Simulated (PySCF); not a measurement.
# AlH₈NOSi: electronic excitations at several levels of theory

How much do the electronic excitations of AlH₈NOSi (`[NH3+][AlH2-][O][SiH3]`) depend on the level of theory, and what does each level cost?

The runs use PySCF 2.14.0, with density-fitted response routines of our own; the level of theory stands in each step. All values are computed, except where a source is named. Atoms count from 0, in the outputs and in this text.

### Step 1. The starting structure

12 atoms, charge 0, multiplicity 1; geometry from: GFN2-xTB. The atoms were then displaced at random by about 0.01 Å, so the start is not that level's minimum.

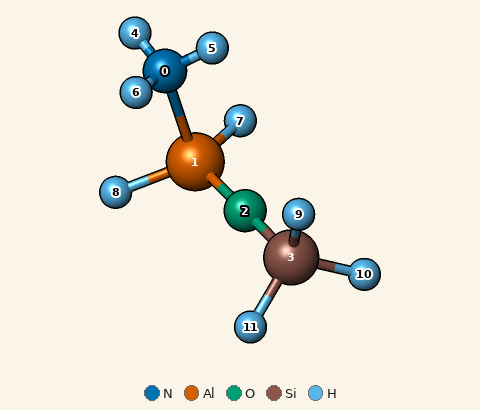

The starting geometry (nitrogen blue, aluminium orange, oxygen teal, silicon brown, hydrogen blue), atoms numbered.

### Step 2. Relaxing the molecule at PBE0-D3(BJ)/def2-SVP

What the job is given:

```
{"job": {"xc": "PBE0", "basis": "def2-SVP", "d3": "d3bj", "grid": 1, "shake": 0.01, "kind": "geom"}, "charge": 0, "multiplicity": 1}
N      1.920810    -0.576860     0.235470
Al     0.682780     1.128100     0.183240
O     -0.829560     0.355700     0.018250
Si    -2.239570    -0.319370    -0.128380
H      2.890090    -0.365990     0.315480
H      1.749110    -1.091520    -0.617740
H      1.609770    -1.113580     1.026460
H      1.250310     1.834670    -1.091580
H      1.011880     1.709110     1.609490
H     -2.046660    -1.765310    -0.301970
H     -2.943620     0.254770    -1.284590
H     -3.015660    -0.077990     1.115080
```

Started as:

```sh
> OMP_NUM_THREADS=1 python probes_run.py task.json out
```

The driver reads the jobs from task.json and runs them one after another.

The log of the run:

```text
step   0  E = -666.15932165  max force = 0.038912
step   1  E = -666.16590654  max force = 0.011957
step   2  E = -666.16649518  max force = 0.003194
step   3  E = -666.16658681  max force = 0.001034
step   4  E = -666.16660935  max force = 0.001281
step   5  E = -666.16664277  max force = 0.001329
step   6  E = -666.16668509  max force = 0.001374
step   7  E = -666.16674238  max force = 0.001489
step   8  E = -666.16678834  max force = 0.000970
step   9  E = -666.16682230  max force = 0.000503
step  10  E = -666.16684030  max force = 0.000538
step  11  E = -666.16685776  max force = 0.000463
step  12  E = -666.16686959  max force = 0.000356
optimisation converged
```

Run time: 43 s. Hardware: 1 thread of Arm Neoverse V1, shared host; peak memory 0.42 GiB.

Along the way:

| step | energy from step 0 (eV) | largest force component (eV/Å) |
| --- | --- | --- |
| 0 | 0.0000 | 2.0009 |
| 1 | -0.1792 | 0.6149 |
| 2 | -0.1952 | 0.1642 |
| 3 | -0.1977 | 0.0532 |
| 4 | -0.1983 | 0.0659 |
| 5 | -0.1992 | 0.0683 |
| 6 | -0.2004 | 0.0707 |
| 7 | -0.2019 | 0.0766 |
| 8 | -0.2032 | 0.0499 |
| 9 | -0.2041 | 0.0259 |
| 10 | -0.2046 | 0.0277 |
| 11 | -0.2051 | 0.0238 |
| 12 | -0.2054 | 0.0183 |

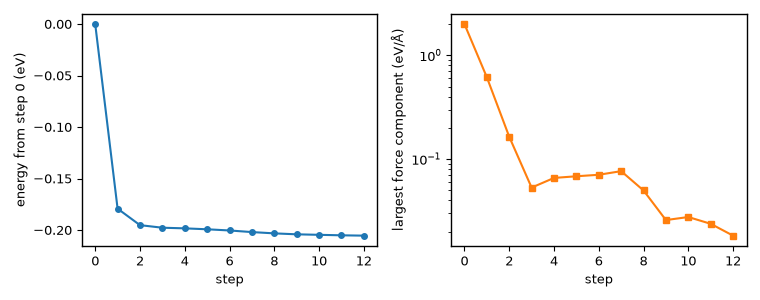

Energy and force, step by step.

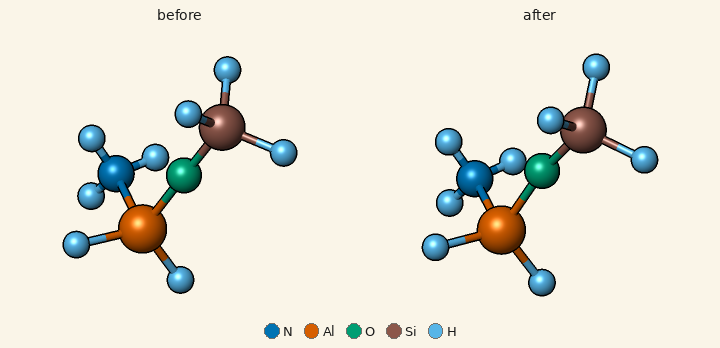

The geometry before (left) and after (right).

Distances of close pairs at the start and the end, largest changes first:

| bond | before (Å) | after (Å) | change (Å) |
| --- | --- | --- | --- |
| O2–Si3 | 1.570 | 1.632 | +0.061 |
| N0–Al1 | 2.108 | 2.057 | -0.051 |
| Al1–H7 | 1.564 | 1.601 | +0.036 |
| Al1–O2 | 1.706 | 1.738 | +0.032 |
| Si3–H9 | 1.469 | 1.501 | +0.032 |
| Si3–H10 | 1.470 | 1.499 | +0.028 |
| N0–H4 | 0.995 | 1.021 | +0.026 |
| Al1–H8 | 1.575 | 1.600 | +0.025 |

The next job starts from the end point, and lists it.

| at the end point | value |
| --- | --- |
| point group (found at 0.08 Å tolerance) | C1 |
| rotational constants (GHz, main isotopes) | 9.662, 1.843, 1.629 |
| dipole moment (D) | 5.69 |

### Step 3. Ultraviolet spectrum: PBE0/def2-TZVP

What the job is given:

```
{"job": {"kind": "uv", "xc": "PBE0", "basis": "def2-TZVP"}, "charge": 0, "multiplicity": 1}
N      1.921461    -0.749957     0.342241
Al     0.660282     0.874323     0.302118
O     -0.804520    -0.045954     0.134873
Si    -2.363449    -0.503263    -0.016063
H      2.910080    -0.504912     0.412332
H      1.798039    -1.306103    -0.505647
H      1.693843    -1.353856     1.133887
H      1.178987     1.624665    -1.013004
H      0.941286     1.511409     1.743003
H     -2.449815    -1.987091    -0.222427
H     -3.029934     0.153379    -1.186729
H     -3.162644    -0.174846     1.208567
```

Level: TDDFT PBE0/def2-TZVP, vertical, gas phase, core orbitals frozen in the response.

The log of the run:

```text
coarse grid: 10360 points
cycle   1  E = -666.3721553359  dE = -4.013e-02  |g| = 8.780e-01  |ddm| = 2.399e+00
cycle   2  E = -665.9688916532  dE =  4.033e-01  |g| = 1.659e+00  |ddm| = 1.510e+00
cycle   3  E = -666.5135497123  dE = -5.447e-01  |g| = 1.150e-01  |ddm| = 1.168e+00
cycle   4  E = -666.5156853239  dE = -2.136e-03  |g| = 6.069e-02  |ddm| = 8.838e-02
cycle   5  E = -666.5163581215  dE = -6.728e-04  |g| = 1.245e-02  |ddm| = 3.366e-02
cycle   6  E = -666.5163906261  dE = -3.250e-05  |g| = 1.151e-03  |ddm| = 7.707e-03
cycle   7  E = -666.5163908723  dE = -2.462e-07  |g| = 2.974e-04  |ddm| = 1.219e-03
final grid: 88992 points
cycle   8  E = -666.5110122178  dE = -2.461e-05  |g| = 7.839e-03  |ddm| = 1.525e-02
cycle   9  E = -666.5109972603  dE =  1.496e-05  |g| = 1.199e-02  |ddm| = 9.098e-03
cycle  10  E = -666.5110231257  dE = -2.587e-05  |g| = 1.072e-03  |ddm| = 5.740e-03
cycle  11  E = -666.5110233314  dE = -2.057e-07  |g| = 1.838e-04  |ddm| = 6.158e-04
cycle  12  E = -666.5110233377  dE = -6.274e-09  |g| = 3.394e-05  |ddm| = 1.098e-04
cycle  13  E = -666.5110233378  dE = -1.878e-10  |g| = 7.616e-06  |ddm| = 2.913e-05
converged SCF energy = -666.5110233378

Static polarisability (au): isotropic 66.422, principal 62.873 63.878 72.516

Singlet excitations
state   eV       nm        f      main configurations
  1   5.9238    209.3   0.00046   H->L 0.98
  2   6.5434    189.5   0.00146   H->L+1 0.93
  3   6.7844    182.7   0.04865   H-1->L 0.92
  4   7.1069    174.5   0.00130   H-2->L 0.95
  5   7.1500    173.4   0.03412   H-1->L+1 0.87
  6   7.4278    166.9   0.00073   H-2->L+1 0.82
  7   7.7396    160.2   0.08349   H-3->L 0.89
  8   7.7486    160.0   0.03600   H->L+2 0.85
  9   8.0148    154.7   0.00204   H->L+3 0.91
 10   8.0469    154.1   0.00048   H->L+4 0.79, H-2->L+1 0.09

Triplet excitations (Tamm-Dancoff, eV): 5.7335 6.2132 6.5764 6.7906
```

It took 23 s on 1 thread of Arm Neoverse V1, shared host; peak memory 0.75 GiB.

Frontier orbitals and where they lie:

| orbital | eV | atoms |
| --- | --- | --- |
| HOMO−3 | -9.01 | Al1 31 %, H8 20 %, H7 19 % |
| HOMO−2 | -8.31 | Si3 25 %, O2 22 %, H11 16 % |
| HOMO−1 | -8.02 | O2 35 %, Si3 23 %, H9 16 % |
| HOMO | -7.29 | Al1 33 %, H7 22 %, H8 22 % |
| LUMO | -0.29 | H4 22 %, H6 20 %, H5 20 % |
| LUMO+1 | 0.53 | Si3 45 %, Al1 43 %, O2 4 % |
| LUMO+2 | 1.51 | Al1 46 %, H4 26 %, Si3 9 % |

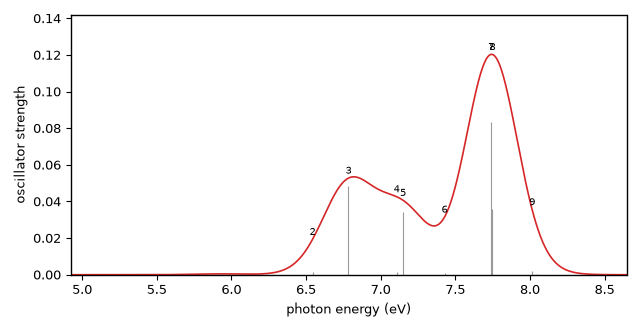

Absorption spectrum from the 10 singlet states computed; above the last one it falls off for lack of states. Lines are broadened to a width of 0.40 eV (Gaussian).

Further results of this job:

| property | computed |
| --- | --- |
| dipole moment (D) | 5.55 |
| polarisability (Å³) | 9.84 |
| HOMO–LUMO gap (eV) | 7.01 |
| −ε(HOMO) (eV) | 7.29 |

### Step 4. TDDFT and polarisability: PBE0/aug-cc-pVDZ

Settings changed since step 3:

```diff
@@ -1,2 +1,2 @@
-{"job": {"kind": "uv", "xc": "PBE0", "basis": "def2-TZVP"}, "charge": 0, "multiplicity": 1}
+{"job": {"kind": "uv", "xc": "PBE0", "basis": "aug-cc-pVDZ"}, "charge": 0, "multiplicity": 1}
 N      1.921461    -0.749957     0.342241
```

Method: TDDFT PBE0/aug-cc-pVDZ, vertical, gas phase, core orbitals frozen in the response.

The log of the run:

```text
coarse grid: 10360 points
cycle   1  E = -666.2857037347  dE =  1.554e-02  |g| = 8.258e-01  |ddm| = 7.419e+00
cycle   2  E = -665.8815757425  dE =  4.041e-01  |g| = 1.610e+00  |ddm| = 3.348e+00
cycle   3  E = -666.4211939774  dE = -5.396e-01  |g| = 1.001e-01  |ddm| = 2.195e+00
cycle   4  E = -666.4229004323  dE = -1.706e-03  |g| = 5.826e-02  |ddm| = 3.034e-01
cycle   5  E = -666.4235943860  dE = -6.940e-04  |g| = 9.479e-03  |ddm| = 9.818e-02
cycle   6  E = -666.4236179786  dE = -2.359e-05  |g| = 9.525e-04  |ddm| = 2.455e-02
cycle   7  E = -666.4236182542  dE = -2.756e-07  |g| = 2.677e-04  |ddm| = 3.816e-03
final grid: 88992 points
cycle   8  E = -666.4333593183  dE = -1.100e-05  |g| = 7.178e-03  |ddm| = 8.431e-02
cycle   9  E = -666.4333464015  dE =  1.292e-05  |g| = 1.088e-02  |ddm| = 2.683e-02
cycle  10  E = -666.4333695874  dE = -2.319e-05  |g| = 1.005e-03  |ddm| = 1.536e-02
cycle  11  E = -666.4333697967  dE = -2.093e-07  |g| = 7.703e-05  |ddm| = 1.558e-03
cycle  12  E = -666.4333697982  dE = -1.499e-09  |g| = 2.463e-05  |ddm| = 3.386e-04
cycle  13  E = -666.4333697984  dE = -2.076e-10  |g| = 3.222e-06  |ddm| = 1.274e-04
converged SCF energy = -666.4333697984

Static polarisability (au): isotropic 73.103, principal 69.284 70.310 79.715

Singlet excitations
state   eV       nm        f      main configurations
  1   5.3768    230.6   0.00154   H->L 0.98
  2   6.1555    201.4   0.03511   H-1->L 0.96
  3   6.1924    200.2   0.00027   H->L+1 0.85
  4   6.5365    189.7   0.00141   H-2->L 0.93
  5   6.7562    183.5   0.00797   H->L+2 0.89
  6   6.8280    181.6   0.02539   H-1->L+1 0.62, H->L+4 0.08
  7   6.8338    181.4   0.00861   H->L+4 0.83
  8   6.8991    179.7   0.03663   H->L+3 0.86
  9   7.1733    172.8   0.01876   H-2->L+1 0.55, H->L+5 0.20
 10   7.2160    171.8   0.08054   H-3->L 0.92

Triplet excitations (Tamm-Dancoff, eV): 5.2675 5.9318 6.0266 6.4807
```

Wall time 21 s (1 thread of Arm Neoverse V1, shared host); peak memory 0.73 GiB.

Key values: HOMO -7.26 eV, LUMO -0.96 eV; lowest singlet 5.38 eV.

### Step 5. Ultraviolet spectrum: PBE0/def2-TZVPD

Settings changed since step 4:

```diff
@@ -1,2 +1,2 @@
-{"job": {"kind": "uv", "xc": "PBE0", "basis": "aug-cc-pVDZ"}, "charge": 0, "multiplicity": 1}
+{"job": {"kind": "uv", "xc": "PBE0", "basis": "def2-TZVPD"}, "charge": 0, "multiplicity": 1}
 N      1.921461    -0.749957     0.342241
```

Level: TDDFT PBE0/def2-TZVPD, vertical, gas phase, core orbitals frozen in the response.

The log of the run:

```text
coarse grid: 10360 points
cycle   1  E = -666.3730754486  dE = -3.898e-02  |g| = 8.780e-01  |ddm| = 2.838e+00
cycle   2  E = -665.9535115846  dE =  4.196e-01  |g| = 1.679e+00  |ddm| = 1.489e+00
cycle   3  E = -666.5145601576  dE = -5.610e-01  |g| = 1.172e-01  |ddm| = 1.132e+00
cycle   4  E = -666.5167820533  dE = -2.222e-03  |g| = 6.231e-02  |ddm| = 1.145e-01
cycle   5  E = -666.5174903381  dE = -7.083e-04  |g| = 1.287e-02  |ddm| = 3.392e-02
cycle   6  E = -666.5175250717  dE = -3.473e-05  |g| = 1.255e-03  |ddm| = 9.972e-03
cycle   7  E = -666.5175253617  dE = -2.900e-07  |g| = 3.253e-04  |ddm| = 2.386e-03
final grid: 88992 points
cycle   8  E = -666.5121565984  dE = -2.588e-05  |g| = 7.845e-03  |ddm| = 5.307e-02
cycle   9  E = -666.5121414648  dE =  1.513e-05  |g| = 1.204e-02  |ddm| = 1.016e-02
cycle  10  E = -666.5121675284  dE = -2.606e-05  |g| = 1.088e-03  |ddm| = 6.361e-03
cycle  11  E = -666.5121677405  dE = -2.121e-07  |g| = 1.883e-04  |ddm| = 6.948e-04
cycle  12  E = -666.5121677471  dE = -6.588e-09  |g| = 3.531e-05  |ddm| = 1.724e-04
cycle  13  E = -666.5121677473  dE = -2.159e-10  |g| = 7.862e-06  |ddm| = 5.575e-05
converged SCF energy = -666.5121677473

Static polarisability (au): isotropic 72.222, principal 68.407 69.743 78.516

Singlet excitations
state   eV       nm        f      main configurations
  1   5.5876    221.9   0.00273   H->L 0.98
  2   6.3222    196.1   0.00002   H->L+1 0.92
  3   6.4147    193.3   0.03564   H-1->L 0.95
  4   6.7502    183.7   0.00258   H-2->L 0.93
  5   6.9562    178.2   0.03970   H-1->L+1 0.83
  6   7.1452    173.5   0.00304   H->L+3 0.55, H-2->L+1 0.21, H->L+2 0.17
  7   7.1705    172.9   0.01293   H->L+3 0.40, H->L+2 0.35, H-2->L+1 0.13
  8   7.3232    169.3   0.03032   H-2->L+1 0.48, H->L+2 0.40
  9   7.3698    168.2   0.04702   H->L+4 0.47, H-3->L 0.47
 10   7.4084    167.4   0.02732   H->L+4 0.51, H-3->L 0.46

Triplet excitations (Tamm-Dancoff, eV): 5.4437 6.0236 6.2554 6.6342
```

Run time: 24 s. Hardware: 1 thread of Arm Neoverse V1, shared host; peak memory 0.82 GiB.

In short: HOMO -7.31 eV, LUMO -0.73 eV; lowest singlet 5.59 eV.

### Step 6. Ultraviolet spectrum: PBE0/6-31+G*

Settings changed since step 5:

```diff
@@ -1,2 +1,2 @@
-{"job": {"kind": "uv", "xc": "PBE0", "basis": "def2-TZVPD"}, "charge": 0, "multiplicity": 1}
+{"job": {"kind": "uv", "xc": "PBE0", "basis": "6-31+G*"}, "charge": 0, "multiplicity": 1}
 N      1.921461    -0.749957     0.342241
```

With the program's defaults for keys left out, this is: TDDFT PBE0/6-31+G*, vertical, gas phase, core orbitals frozen in the response.

The log of the run:

```text
coarse grid: 10360 points
cycle   1  E = -666.3077518685  dE = -2.372e-02  |g| = 8.097e-01  |ddm| = 3.125e+00
cycle   2  E = -665.9451055655  dE =  3.626e-01  |g| = 1.544e+00  |ddm| = 1.942e+00
cycle   3  E = -666.4397999249  dE = -4.947e-01  |g| = 8.862e-02  |ddm| = 1.380e+00
cycle   4  E = -666.4410439616  dE = -1.244e-03  |g| = 5.303e-02  |ddm| = 1.372e-01
cycle   5  E = -666.4416304235  dE = -5.865e-04  |g| = 7.809e-03  |ddm| = 4.537e-02
cycle   6  E = -666.4416460685  dE = -1.565e-05  |g| = 7.612e-04  |ddm| = 1.177e-02
cycle   7  E = -666.4416462444  dE = -1.759e-07  |g| = 2.107e-04  |ddm| = 1.790e-03
final grid: 88992 points
cycle   8  E = -666.3917746421  dE = -8.314e-06  |g| = 7.174e-03  |ddm| = 2.362e-02
cycle   9  E = -666.3917617952  dE =  1.285e-05  |g| = 1.084e-02  |ddm| = 1.247e-02
cycle  10  E = -666.3917851376  dE = -2.334e-05  |g| = 9.679e-04  |ddm| = 7.556e-03
cycle  11  E = -666.3917853296  dE = -1.920e-07  |g| = 6.259e-05  |ddm| = 8.248e-04
cycle  12  E = -666.3917853307  dE = -1.074e-09  |g| = 2.348e-05  |ddm| = 1.628e-04
cycle  13  E = -666.3917853308  dE = -1.775e-10  |g| = 4.615e-06  |ddm| = 5.214e-05
converged SCF energy = -666.3917853308

Static polarisability (au): isotropic 61.919, principal 59.402 60.478 65.878

Singlet excitations
state   eV       nm        f      main configurations
  1   5.5801    222.2   0.00581   H->L 0.98
  2   6.3420    195.5   0.00036   H->L+1 0.93
  3   6.4132    193.3   0.04620   H-1->L 0.96
  4   6.7579    183.5   0.00307   H-2->L 0.94
  5   6.9652    178.0   0.03465   H-1->L+1 0.86
  6   7.1810    172.7   0.01247   H->L+2 0.53, H-2->L+1 0.30
  7   7.1882    172.5   0.04820   H->L+3 0.65, H->L+2 0.19, H->L+4 0.10
  8   7.3227    169.3   0.00571   H->L+4 0.84, H->L+3 0.14
  9   7.3779    168.0   0.00188   H-2->L+1 0.54, H->L+2 0.22, H->L+3 0.12
 10   7.4290    166.9   0.09633   H-3->L 0.94

Triplet excitations (Tamm-Dancoff, eV): 5.4714 6.1046 6.2586 6.6936
```

Run time: 7.2 s. Hardware: 1 thread of Arm Neoverse V1, shared host; peak memory 0.51 GiB.

In short: HOMO -7.29 eV, LUMO -0.70 eV; lowest singlet 5.58 eV.

### Step 7. Comparing the runs: electronic excitations

Excitations and ground-state properties, with basis size and wall time:

| run | lowest singlet (eV) | brightest (eV) | f | gap (eV) | α (Å³) | μ (D) | functions | time |
| --- | --- | --- | --- | --- | --- | --- | --- | --- |
| PBE0/def2-TZVP | 5.92 | 7.74 | 0.083 | 7.01 | 9.84 | 5.55 | 184 | 23 s |
| PBE0/aug-cc-pVDZ | 5.38 | 7.22 | 0.081 | 6.30 | 10.83 | 5.44 | 172 | 21 s |
| PBE0/def2-TZVPD | 5.59 | 7.37 | 0.047 | 6.58 | 10.70 | 5.46 | 235 | 24 s |
| PBE0/6-31+G* | 5.58 | 7.43 | 0.096 | 6.58 | 9.18 | 5.56 | 96 | 7.2 s |

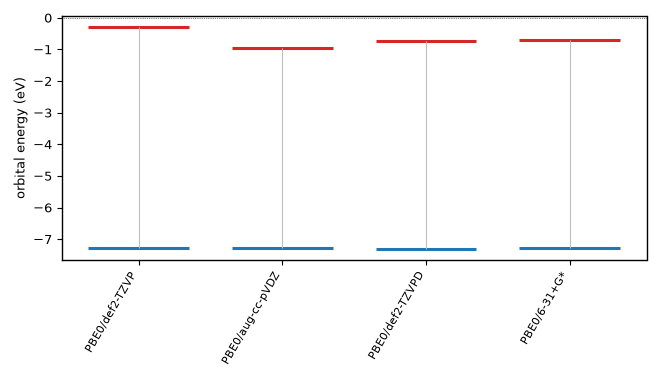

HOMO (blue) and LUMO (red) run by run.

### Step 8. What came out

```
                                quantity                        value
                             point group                           C1
    rotational constants (main isotopes)         9.66, 1.84, 1.63 GHz
         lowest singlet (PBE0/def2-TZVP)  5.92 eV (209 nm), f = 0.000
brightest single state of those computed  state 7, 7.74 eV, f = 0.083
                          lowest triplet                      5.73 eV
             range of the lowest singlet              5.38 to 5.92 eV
```

In words: Single values in the summary come from the first run of each kind that ended normally (PBE0/def2-TZVP), which need not be the best level. The optimisation took 12 steps and gained 0.205 eV; among the close pairs (by a distance rule), O2–Si3 changed most, from 1.570 to 1.632 Å. The lowest singlet, at 5.92 eV, is HOMO→LUMO 0.98 and is dark; of the 10 states computed, the strongest absorption comes from states 7 to 8 together at 7.74 eV. The lowest triplet lies 0.19 eV below the lowest singlet (triplets in Tamm-Dancoff, singlets in full TDDFT). States above −ε(HOMO) lie where TDDFT describes them poorly and they hang on the basis; the brightest is among them. The basis of PBE0/def2-TZVP has no diffuse functions, so Rydberg states are missing and the high states are unreliable. The lowest singlet runs from 5.38 eV (PBE0/aug-cc-pVDZ) to 5.92 eV (PBE0/def2-TZVP), while the orbital gap spans 6.30 to 7.01 eV. The lowest state need not be the same one in every run.
